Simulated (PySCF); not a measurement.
# B6NH8−: magnetic properties

Computed with PySCF 2.14.0 and routines of our own; the level stands in each step. Atoms count from 0.

## 1. The starting structure

15 atoms, charge -1, multiplicity 1; geometry from: GFN2-xTB.

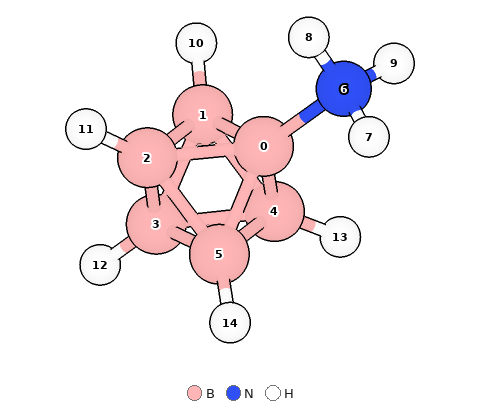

The starting geometry (boron pink, nitrogen blue, hydrogen white).

## 2. Magnetic properties: GIAO B3LYP/def2-SVP

The job: settings as JSON, then the geometry in Å.

```
{"job": {"kind": "mag", "xc": "B3LYP", "basis": "def2-SVP"}, "charge": -1, "multiplicity": 1}
B      0.120750     0.376510    -0.245820
B     -1.322330    -0.109460     0.441900
B      0.114530     0.035500     1.391820
B     -0.501610    -1.501790     0.987900
B     -0.479630    -1.124480    -0.674150
B      0.955650    -0.975980     0.274100
N      0.594810     1.775000    -1.168640
H      1.542780     1.608770    -1.476170
H      0.532110     2.572750    -0.551020
H     -0.047700     1.846280    -1.945360
H     -2.452990     0.360560     0.503040
H      0.424370     0.656790     2.402610
H     -0.827220    -2.482530     1.632520
H     -0.765370    -1.667600    -1.735520
H      2.111850    -1.370320     0.162790
```

Level: GIAO B3LYP/def2-SVP magnetisability, rotational g tensor and spin-rotation constants, non-relativistic, gas phase.

On the command line:

```bash
$ OMP_NUM_THREADS=1 python excited_run.py task.json out
```

The driver reads the jobs from task.json and runs them one after another.

Q: Estimate the wall time and peak memory of this first job on 1 thread of Intel Xeon at 2.60GHz, shared host.

About 16 s, with a peak of 0.72 GiB.
